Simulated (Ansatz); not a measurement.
**CCSD/def2-TZVPP (core potential) run of InF (SMILES [F][In])**

Aim: the electronic atomisation energy of InF at CCSD/def2-TZVPP (core potential), from 3 runs. 

The calculation is run with Ansatz 0.2.0.

36 further runs of the same task are left out: 36 set aside as unsound or not needed.

**1. Starting point**

InF has 2 atoms, charge 0, and is taken as a singlet. As SMILES, `[F][In]`. The shape is that of a PBE0-D4/def2-TZVP optimisation.

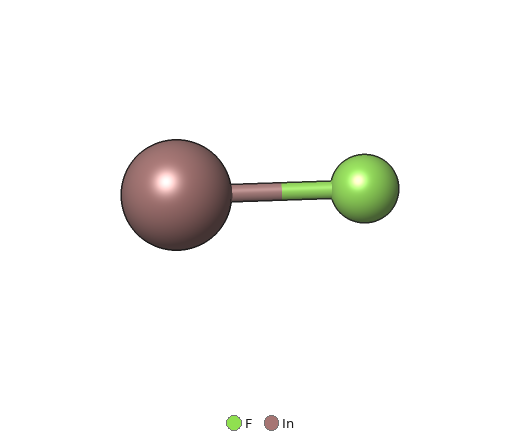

The structure, seen from a chosen angle (fluorine green, indium brown).

**2. The energy at CCSD/def2-TZVPP (core potential)**

Input file input.yaml:

```yaml
crystal:
  periodic: [false, false, false]
  atoms:
    - {symbol: F, position_ang: [0.000000, 0.000000, 0.015910]}
    - {symbol: In, position_ang: [-0.000000, -0.000000, 2.009580]}
basis:
  gaussian:
    orbitals: def2-TZVPP
correlation:
  method: ccsd
  frozen_orbitals: {F: 1, In: 4}
scf:
  omitted_lower_state_checks: [cluster_reference, increment]
accuracy: high
```

Run with:

```console
ansatz run input.yaml --threads 1 --pin off --max-ram 3480MiB --events-out events.jsonl --progress --plain --runs-dir runs
```

What it wrote:

```text
Warning: RAYON_NUM_THREADS=1 ignored (pool sized by the plan → 1); use --threads N
[... 11 lines left out ...]
5 core orbitals not correlated: weight in the atoms' cores, before any rotation towards them, 1.000 or more for the frozen orbitals, at most 0.000 for the correlated occupied ones
[... 24 lines left out ...]
Total energy: -7871.46106918 eV, -289.2708588245 hartree
Checks for a lower state left out: cluster_reference, increment
```

Wall time 5.7 s (1 thread of Arm Neoverse V1, shared host); peak memory 0.33 GiB.

**3. The F atom**

Input file run.yaml:

```yaml
crystal:
  periodic: [false, false, false]
  atoms:
    - {symbol: F, position_ang: [0.000000, 0.000000, 0.000000]}
basis:
  gaussian:
    orbitals: def2-TZVPP
total_charge: 0
accuracy: high
correlation:
  method: ccsd
  frozen_orbitals: {F: 1}
scf:
  omitted_lower_state_checks: [cluster_reference, increment]
magnetization:
  spin_polarized: true
  initial_magnetization: 1
```

Run the same way, it converges to -99.62162 Eh (log not shown).

**4. The In atom**

Input file job.yaml:

```yaml
crystal:
  periodic: [false, false, false]
  atoms:
    - {symbol: In, position_ang: [0.000000, 0.000000, 0.000000]}
basis:
  gaussian:
    orbitals: def2-TZVPP
correlation:
  method: ccsd
  frozen_orbitals: {In: 4}
magnetization:
  spin_polarized: true
  initial_magnetization: 1
accuracy: high
scf:
  omitted_lower_state_checks: [cluster_reference, increment]
```

Run the same way, it converges to -189.45605 Eh (log not shown).

**5. Outcome**

At CCSD/def2-TZVPP (core potential), 5 core orbitals frozen:

| quantity | value |
| --- | --- |
| molecule: total energy | -289.27086 Eh |
| molecule: correlation energy (5 core orbitals frozen) | -514.9 mEh |
| molecule: T1 diagnostic | 0.018 |
| F atom: total energy | -99.62162 Eh |
| F atom: correlation energy (1 core orbital frozen) | -209.8 mEh |
| F atom: ⟨S²⟩ of the reference determinant | 0.754 |
| F atom: T1 diagnostic | 0.006 |
| In atom: total energy | -189.45605 Eh |
| In atom: correlation energy (4 core orbitals frozen) | -246.0 mEh |
| In atom: ⟨S²⟩ of the reference determinant | 0.763 |
| In atom: T1 diagnostic | 0.015 |
| electronic atomisation energy | 5.257 eV |

**Reading.** Taking the molecule apart into free atoms costs 5.26 eV (121 kcal/mol), before zero-point energy and without spin-orbit coupling.
